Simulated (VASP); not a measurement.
Band structure of KTaO₃ (space group Pm-3m). These are PBEsol GGA, VASP's PBE PAW potentials (set 64) (plane waves; VASP) values and carry that method's errors.

Unless said otherwise, spin-orbit coupling is left out, though it shifts the bands of the heavy elements here.

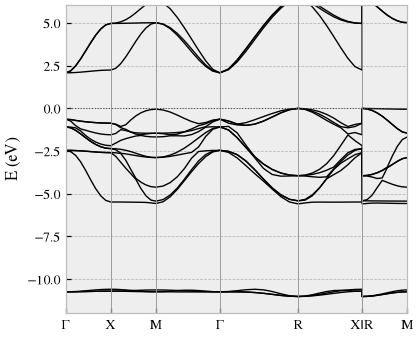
Bands along high-symmetry lines, zero at the valence-band maximum or, without a gap, the Fermi level

Task: Read the plot: is there a gap, and where are the band edges?

Result: The gap is indirect, 2.08 eV, from the valence maximum at R to the conduction minimum at Γ.

The structure is a typed KTaO3 crystal. The cell was not relaxed at this level.
